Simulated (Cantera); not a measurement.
Feed: 1 mol C3H8, 32 mol H2, at 950 K.

Cantera equilibrium calculation (NASA polynomials, part measured and part estimated; ideal gas, pure solids and liquids). Candidate condensed phases: C, C6H6, C7H8, C8H18; 76 gas species. The ideal-gas law is rough above about 30 bar. The numbers say what is thermodynamically allowed, not how fast it happens.

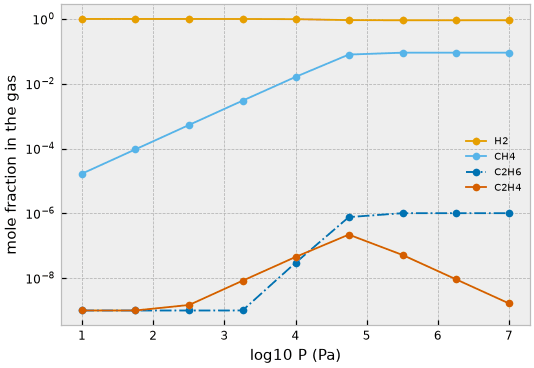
Equilibrium gas composition (values under 1e-9 drawn at 1e-9)

From 0.0750 Torr to 420 Torr the condensed part is C(graphite). From 2400 Torr to 75000 Torr nothing is condensed. The main C-bearing gas is CH4 throughout.
